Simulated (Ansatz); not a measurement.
**A ladder of methods for SO2 (SMILES O=S=O)**

SO2: 3 atoms, total charge 0, spin state singlet. As SMILES, `O=S=O`. The shape was relaxed beforehand at B3LYP/def2-SVP.

```xyz
3

O    -0.9956    0.6579   -0.4697
S     0.2772    0.3675    0.1921
O     0.7184   -1.0254    0.2776
```

Each level gives the adiabatic ionisation energy (to the doublet cation, shapes relaxed at B3LYP/def2-SVP, no zero-point term) (eV). The values are calculated.

```
               level                    kind  program  value (eV)  CPU time (all runs)
       HF/def2-TZVPP            Hartree–Fock   Ansatz       11.50                 14 s
      PBE/def2-TZVPP                     GGA   Ansatz       11.88                  5 s
    B3LYP/def2-TZVPP           global hybrid   Ansatz       12.24                5.4 s
  PBE0-D4/def2-TZVPP           global hybrid   Ansatz       12.19                4.9 s
CAM-B3LYP/def2-TZVPP  range-separated hybrid   Ansatz       12.39                6.4 s
  wB97M-V/def2-TZVPP  range-separated hybrid   Ansatz       12.32                 31 s
   B2PLYP/def2-TZVPP           double hybrid   Ansatz       12.08                 17 s
      MP2/def2-TZVPP     perturbation theory   Ansatz       13.79                 13 s
```

The values span 11.50 to 13.79 eV. Spin contamination of the reference (⟨S²⟩ at least 0.1 too high) touches HF/def2-TZVPP, MP2/def2-TZVPP. CPU times are rough (shared hosts, several kinds of processor): they show what a rung costs within a factor of a few.

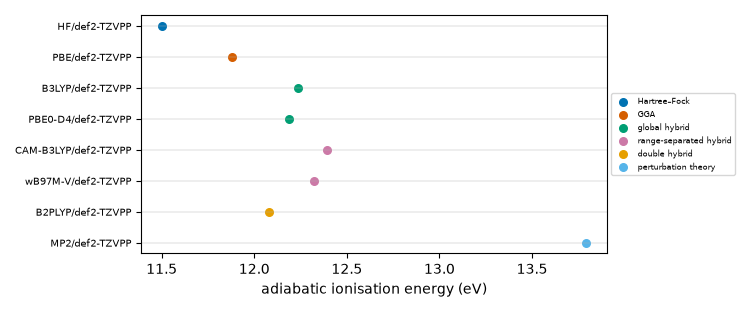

The values of the table, level by level.
